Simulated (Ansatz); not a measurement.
Electronic density of states of amorphous Zr20O41Na2, density 5.16 g/cm³, on a 2×2×2 Γ-centred mesh with a Gaussian width of 0.1 eV; energies count from the Fermi level, whose place inside the gap is arbitrary. Cell and mesh are small, so fine structure isn't converged. The numbers are results of PBE, scalar-relativistic without spin-orbit coupling (plane waves to 420 eV, PAW; Ansatz, an electronic-structure program), not measurements. Sampling: a 2×2×2 Γ-centred mesh; Fermi-Dirac width 0.02 eV; no spin polarisation. At PBE the levels at the filled edge of the gap are localised (band-tail or defect states), and the nearest spread-out levels lie 4.0 eV apart at the zone centre.

A CHGNet melt-quench gave the starting glass, which DFT then relaxed. O atoms were pushed apart under 1.9 Å during the dynamics, to hinder bonds among them. The hot cell started wider than the set density and was brought back towards it in steps. It is the lowest in DFT energy of 2 quenches. It is a model cell: composition and starting density were chosen by hand, and all elements were melted together. No dispersion term was used. Its density started from a set value of 5.16 and ended at 5.16 g/cm³. The simulated quench (nominally 450 K/ps over its main leg) is rapid and tends to freeze in more defects than a deposited or slowly cooled glass has. A cell of this size samples the disorder only roughly. The volume was held where the preparation left it and the shape relaxed, at a PBE pressure of 2.7 GPa. Stress components on the final sampling reach 2.8 GPa.

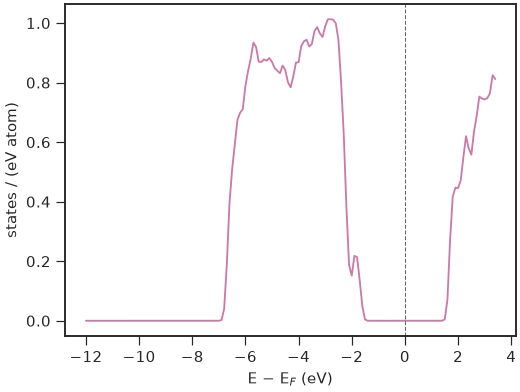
Density of states per atom

The level gap on this mesh is 3.35 eV; the broadening fills part of it in the curve.
